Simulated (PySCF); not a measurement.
# C$_{3}$H$_{11}$NOSi: what the fields show

The calculation's input:

```
{"job": {"kind": "uv", "xc": "wB97X-D", "basis": "def2-SVPD", "nstates": 8, "ntriplets": 3}, "charge": 0, "multiplicity": 1}
C      2.466089     1.084526    -0.119444
C      1.736279    -0.205382    -0.480115
N      0.439657    -0.262096     0.152692
Si    -0.925189    -1.079417    -0.497436
O     -2.180195    -0.941830     0.521113
C     -2.835667     0.207071     0.957616
H      1.868137     1.944188    -0.410715
H      2.640977     1.132006     0.953628
H      3.424774     1.132809    -0.629027
H      2.356848    -1.068260    -0.195633
H      1.578280    -0.257147    -1.558724
H      0.521876    -0.219887     1.159469
H     -0.887952    -2.538719    -0.558774
H     -1.149358    -0.443569    -1.799714
H     -3.485994    -0.069590     1.789564
H     -2.129403     0.970567     1.291627
H     -3.446155     0.626760     0.153475
```

Launched as:

```sh
OMP_NUM_THREADS=1 python probes_run.py task.json out
```

Geometry: GFN2-xTB.

These are results of wB97X-D/def2-SVPD, SCF density, gas phase in PySCF, not measurements.

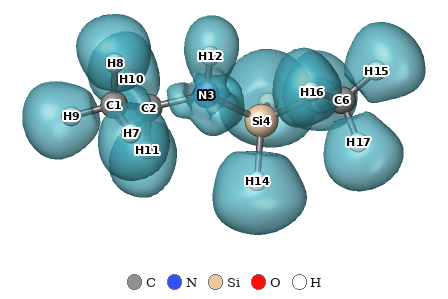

Figure 1. Isosurface of the electron localisation function at 0.75 (cyan), seen from one side. Only the valence region is drawn (cores and ρ < 0.01 e/Å³ removed).

Where are the electrons localised?

At this value the surface marks out one region between bonded C–C atoms (shared pairs), ten regions around hydrogen nuclei, one region on O in which the atom's valence shell and bonds are merged and one joined region spread over several atoms (H, N), in which their bonds and any lone pairs are merged.


C–O (1.39 Å): the ELF peaks at about 0.90 between the atoms; a shared but strongly polarised pair. C–N (1.44 Å): the ELF peaks at about 0.95 between the atoms; a covalent bond.

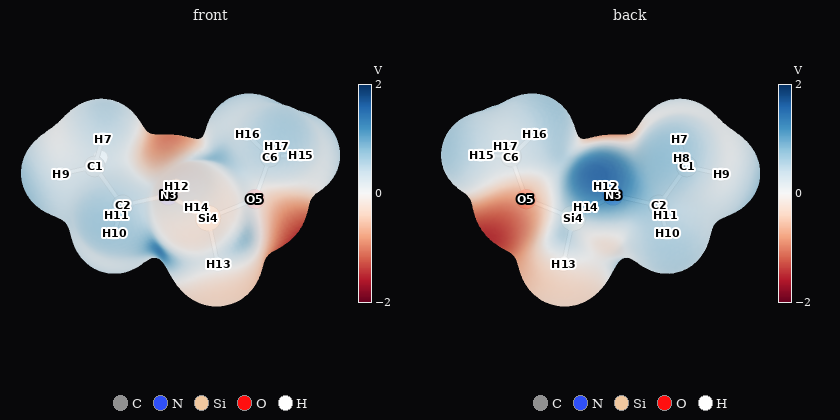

Figure 2. The electrostatic potential painted on the density surface at 0.002 e/bohr³, seen from the front and from behind; red is negative and blue positive.

Where is the surface potential most negative and most positive?

The most negative region (about −1.4 V) lies over O5, the most positive (about +1.5 V) over H12. O5 is the likeliest acceptor of a hydrogen bond.

What dipole moment does the calculation give?

Its dipole moment is 1.55 D.

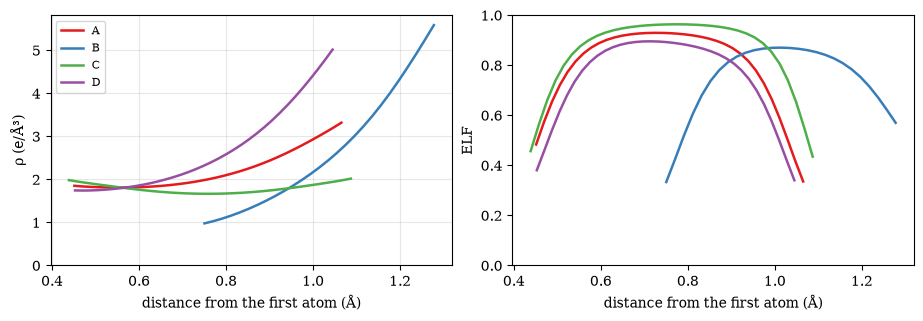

Figure 3. Total electron density and electron localisation function along straight lines between neighbouring atoms. The curves leave out the atomic cores.

Which curve belongs to which contact (C–C, C–N, C–O and Si–O)? The first atom named is at distance zero.

Curve A: C–N (1.44 Å): ρ is about 1.9 e/Å³ halfway; the ELF peaks at about 0.95 between the atoms: localised, covalent bonding. Curve B: Si–O (1.62 Å): ρ is about 1.2 e/Å³ halfway; the ELF peaks at about 0.85 between the atoms (a short, strongly polar bond). Curve C: C–C (1.53 Å): ρ at the midpoint is about 1.7 e/Å³; the ELF peaks at about 0.95 between the atoms; a shared electron pair. Curve D: C–O (1.39 Å): ρ at the midpoint is about 2.1 e/Å³, with its minimum of 1.7 e/Å³ about 0.5 Å from C; the ELF peaks at about 0.90 between the atoms (a polar covalent bond).
